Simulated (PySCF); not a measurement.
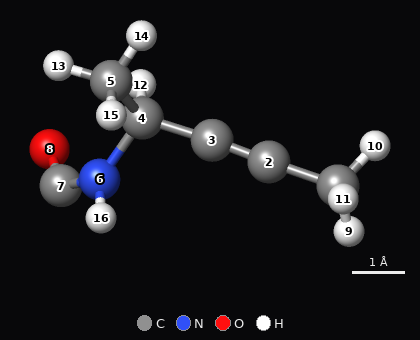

*The input geometry (ball-and-stick view, seen at a tilt; atoms are numbered from 1 in the order of the input).*

## EPR calculation, with input and output: C₆H₈NO

C₆H₈NO, multiplicity 2, computed with UKS B3LYP, pcH-1 on C H N O, non-relativistic, mean-field spin-orbit, GIAO (PySCF 2.14.0).

It belongs to a series of runs on one base structure; here: H removed from acyl C.

Output
```
UKS, coarse grid
  cycle   1  E = -363.19627573  |g| = 6.24e-01
  cycle   2  E = -362.50352668  |g| = 1.45e+00
  cycle   3  E = -363.33725628  |g| = 2.04e-01
  cycle   4  E = -363.35441565  |g| = 7.04e-02
  cycle   5  E = -363.35593963  |g| = 3.80e-02
  cycle   6  E = -363.35652311  |g| = 1.26e-02
  cycle   7  E = -363.35659001  |g| = 5.04e-03
  cycle   8  E = -363.35660186  |g| = 1.42e-03
  cycle   9  E = -363.35660245  |g| = 5.58e-04
UKS, final grid
  cycle   1  E = -363.35659768  |g| = 6.42e-04
  cycle   2  E = -363.35659748  |g| = 9.73e-04
  cycle   3  E = -363.35659787  |g| = 2.58e-04
  cycle   4  E = -363.35659789  |g| = 5.11e-05
  cycle   5  E = -363.35659790  |g| = 3.64e-05
  cycle   6  E = -363.35659790  |g| = 1.20e-05
E = -363.35659790 Eh   <S^2> = 0.7531 (exact 0.7500)
g shifts (ppm)      1          2          3
  rmc          -234       -234       -234
  gc             47         18       -130
  oz_so       -3110       -205       2362
  total       -3297       -421       1998
hyperfine (MHz)  atom isotope    a_iso     a_fc   dipolar eigenvalues
    0   13C      -0.93      -0.93     -0.14     -0.05      0.18
    1   13C       2.33       2.33     -2.01     -1.75      3.76
    2   13C      -2.69      -2.69     -1.76     -0.20      1.96
    3   13C      33.72      33.72     -7.28     -6.46     13.74
    4   13C      -1.92      -1.92     -0.46     -0.43      0.89
    5   14N      69.73      69.73     -4.67     -2.50      7.16
    6   13C     427.14     427.14    -49.27    -45.58     94.85
    7   17O     -49.41     -49.41   -110.31     54.03     56.28
    8    1H       2.66       2.66     -0.47     -0.33      0.80
    9    1H       3.30       3.30     -0.37     -0.36      0.73
   10    1H       0.35       0.35     -0.39     -0.34      0.73
   11    1H      -5.73      -5.73     -5.66      0.55      5.11
   12    1H       0.96       0.96     -1.65     -1.32      2.97
   13    1H       7.34       7.34     -0.97     -0.77      1.74
   14    1H       1.47       1.47     -1.35     -1.01      2.35
   15    1H       9.84       9.84     -8.94     -6.25     15.19
```

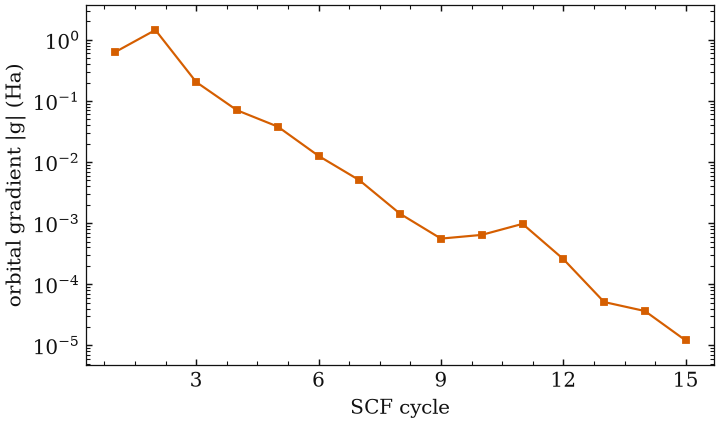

*Convergence of the self-consistent field: orbital gradient |g| against the SCF cycle.*

All cycles printed in the log are drawn one after another.

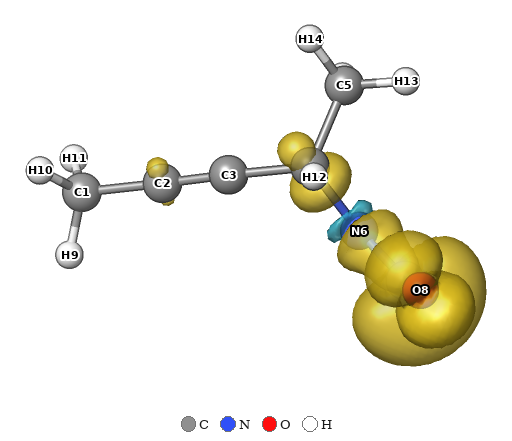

*Isosurfaces of the spin density (α minus β) at +0.02 (yellow) and −0.02 e/Å³ (cyan), seen at an oblique angle.*

The unpaired spin (1 electron) lies mostly on C7 (about 0.6), O8 (about 0.3) and N6 (about 0.1), in electrons by Hirshfeld's partition.

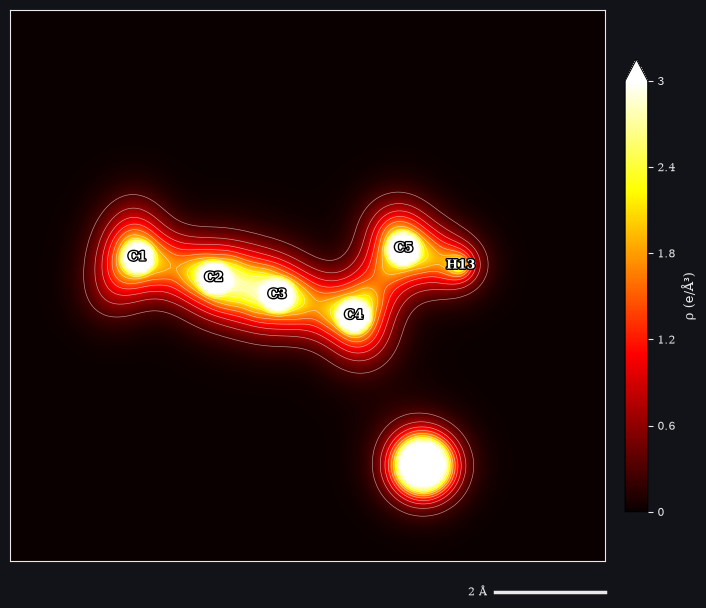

*Electron density on the plane of atoms C4, C5 and H13.*

The section cuts through C and H sites. C–H (1.09 Å): ρ at the midpoint is about 2 e/Å³.

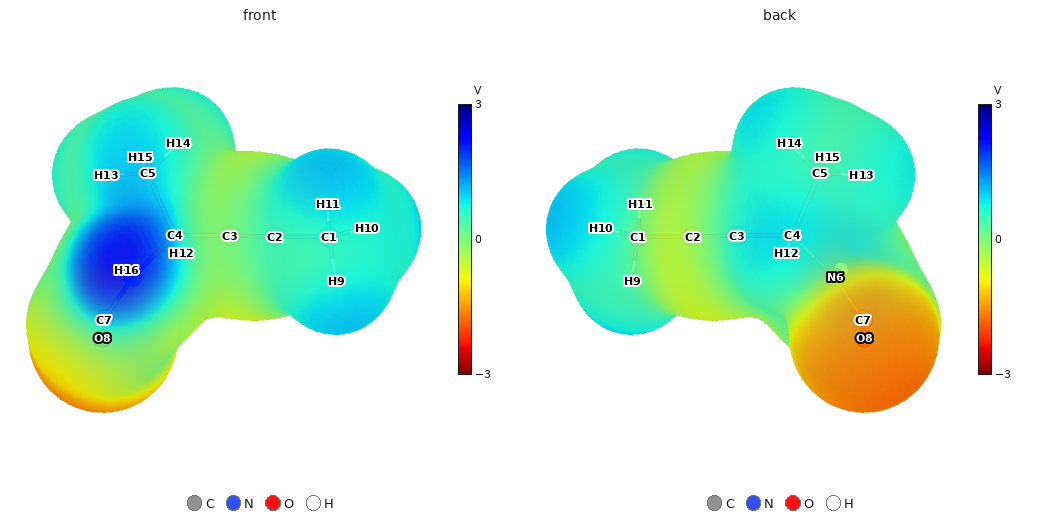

*The electrostatic potential painted on the density surface at 0.002 e/bohr³, seen at a tilt and from behind; the colour scale runs from red (negative) to blue (positive).*

A positive charge is drawn to the negative regions and a negative charge to the positive ones.

This output came from the following input.

The input
```
{"job": {"kind": "epr", "basis": "pcH-1"}, "charge": 0, "multiplicity": 2}
C      2.697300    -1.665769     0.243986
C      1.497231    -0.890274     0.026543
C      0.516153    -0.232084    -0.185195
C     -0.700640     0.530440    -0.368832
C     -0.575004     1.935190     0.218307
N     -1.830859    -0.190533     0.287751
C     -2.962077    -0.510389    -0.284354
O     -3.406577    -0.365542    -1.393036
H      2.448959    -2.725142     0.301353
H      3.394226    -1.511962    -0.579290
H      3.176602    -1.362822     1.174526
H     -0.958361     0.582998    -1.432399
H     -1.504606     2.482033     0.077677
H      0.228909     2.472203    -0.279324
H     -0.348851     1.882031     1.281689
H     -1.680002    -0.421436     1.258236
```

The first line tells a small driver script what to run in PySCF; the rest is the geometry in Å.

Command:
```bash
OMP_NUM_THREADS=1 python <driver script> task.json out
```

Key numbers

```json
{"quantity": "outcome", "value": "converged"}
{"quantity": "total energy", "value": "−363.356598 hartree"}
{"quantity": "⟨S²⟩", "value": "0.753"}
{"quantity": "isotropic g", "value": "2.0017"}
{"quantity": "hardware", "value": "1 CPU thread, shared host"}
{"quantity": "wall time", "value": "73 s"}
{"quantity": "peak memory", "value": "1.1 GiB"}
```
